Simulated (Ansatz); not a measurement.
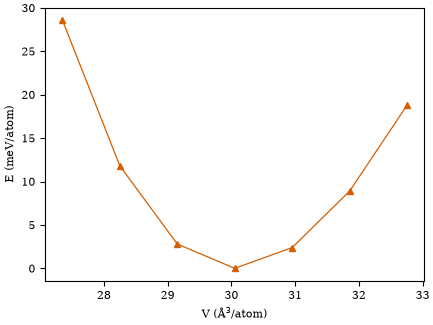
*Ag (diamond, space group No. 227) under volume change, DFT-PBE in the program Ansatz with PAW potentials, scaled uniformly.*

**Question.** What does a third-order Birch–Murnaghan fit give for V₀, B₀ and B′?

**Answer.** V₀ = 30.06 Å³/atom, B₀ = 30.3 GPa, B′ = 5.9.

Space group Fd-3m (diamond). The start of the workflow was typed in or built on a structure type; neither database checked (COD, Materials Project) lists it. It is not the phase usual at ambient conditions (space group No. 225). The PBE relaxation kept the symmetry of its start; whether a distortion lowers the energy is not shown. The run is not spin-polarised.

Potentials: the earlier of the program's two PAW sets.
